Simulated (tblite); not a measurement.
# C3H6F2GeO3: the cost of one run

Programs: tblite 0.8.0 and PySCF 2.14.0, with density-fitted response routines of our own. Each step states its level of theory. These are calculated values for one molecule in the gas phase, unless marked as measured. Atoms count from 0, in the outputs and in this text.

### 1 The molecule as given

15 atoms, charge 0, multiplicity 1; geometry from: force field or distance geometry start.

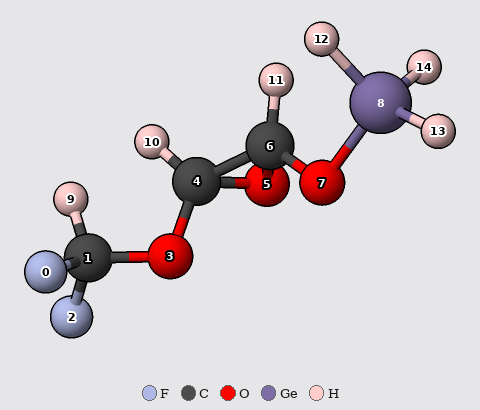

The starting geometry (fluorine light blue, carbon dark grey, oxygen red, germanium purple, hydrogen pink), atoms numbered; sticks join atoms by distance.

### 2 Geometry optimisation with GFN2-xTB

The job: settings as JSON, then the geometry in Å.

```
{"job": {"kind": "relax", "xc": "GFN2-xTB", "basis": "xTB"}, "charge": 0, "multiplicity": 1}
F     -3.043100    -1.605900    -1.462900
C     -2.850900    -0.489300    -0.672100
F     -3.913700     0.348300    -0.864300
O     -1.643300     0.166300    -1.019900
C     -0.857600     0.167300     0.138900
O     -0.255900     1.401300     0.381700
C      0.613400     0.324700     0.109400
O      1.362600     0.556500    -1.029100
Ge     3.054800     0.141400    -0.538300
H     -2.794000    -0.793800     0.411200
H     -1.301700    -0.303900     1.020400
H      1.193200    -0.034400     0.993400
H      2.992900    -1.252700     0.140500
H      4.043800     0.206000    -1.728400
H      3.395200     1.176200     0.591900
```

Command:

```
$ OMP_NUM_THREADS=1 python probes_run.py task.json out
```

The driver reads the jobs from task.json and runs them one after another.

Q: Estimate the wall time of this first job on 1 thread of Arm Neoverse V1, shared host.

About 1.5 s.
